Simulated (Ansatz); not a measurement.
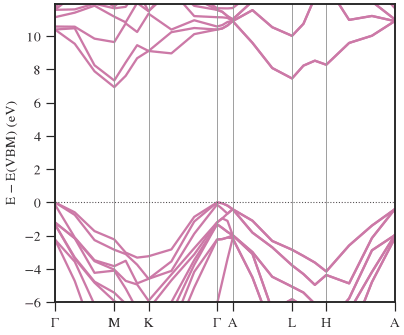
Figure. Band structure from the program Ansatz at the HSE06 level (PAW)

**Question.** Read off the gap and where the band edges lie.

**Answer.** About 6.9 eV (6.94 eV among the points solved); maximum at Γ, minimum at M.

The material is BN in space group P6_3mc (No. 186; B on 2a, B on 2b, N on 2a, N on 2b).

A made-up cell: these elements were put on the sites of a structure type. Its sites differ from those of the usual phase in this space group: another stacking or structure type. The HSE06 relaxation kept the symmetry of its start; its stability against distortions is not shown here. The hybrid was solved on a coarse mesh, the path and, where they were found, the r²SCAN edge points; its band edges are the extreme levels among these.

Potentials: the later of the program's two PAW sets.
